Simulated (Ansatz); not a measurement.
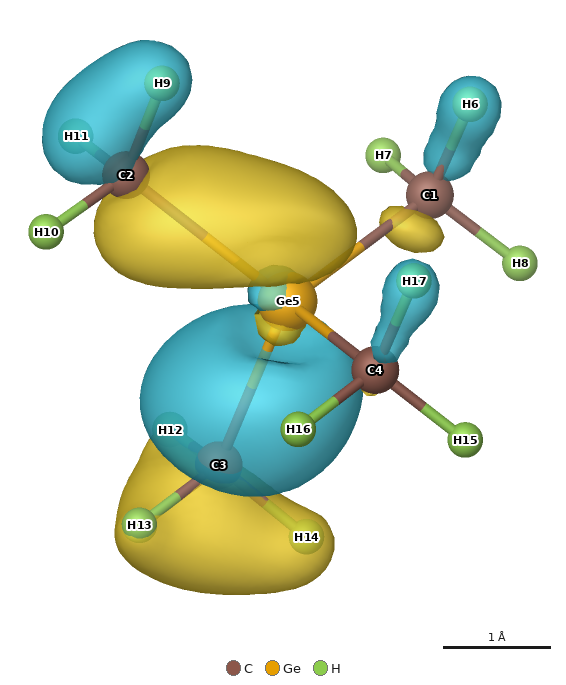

Figure. C4H12Ge (SMILES [CH3][Ge]([CH3])([CH3])[CH3]). The HOMO at ±0.15 Å⁻³ᐟ² (yellow and cyan are the two phases), seen from one side.

Geometry: B3LYP/6-31G*.

These are results of isolated molecule in a Gaussian basis; Kohn-Sham density functional theory, functional PBE0 (Ansatz 0.2.0), not measurements.

```yaml
atoms:
  - { symbol: C, position_ang: [-0.1368, -1.0985, -1.0585] }
  - { symbol: C, position_ang: [-1.9219, 1.4931, -0.3229] }
  - { symbol: C, position_ang: [-1.9979, -1.1153, 1.5835] }
  - { symbol: C, position_ang: [0.6489, 0.7363, 1.4832] }
  - { symbol: Ge, position_ang: [-0.8519, 0.0039, 0.4213] }
  - { symbol: H, position_ang: [0.5076, -0.4990, -1.7100] }
  - { symbol: H, position_ang: [-0.9522, -1.5075, -1.6642] }
  - { symbol: H, position_ang: [0.4528, -1.9342, -0.6673] }
  - { symbol: H, position_ang: [-1.3064, 2.1236, -0.9730] }
  - { symbol: H, position_ang: [-2.3245, 2.1185, 0.4808] }
  - { symbol: H, position_ang: [-2.7612, 1.1087, -0.9120] }
  - { symbol: H, position_ang: [-2.8342, -1.5335, 1.0135] }
  - { symbol: H, position_ang: [-2.4069, -0.5226, 2.4084] }
  - { symbol: H, position_ang: [-1.4232, -1.9448, 2.0086] }
  - { symbol: H, position_ang: [1.2561, -0.0728, 1.9026] }
  - { symbol: H, position_ang: [0.2742, 1.3485, 2.3101] }
  - { symbol: H, position_ang: [1.2949, 1.3617, 0.8582] }
```

### Where does this orbital lie, and at what energy?

Its weight (Hirshfeld) is mainly on C3 (about 35 %), Ge5 (about 25 %) and C2 (about 15 %). It is one of a degenerate set, so its orientation is arbitrary. Its energy is −8.10 eV.
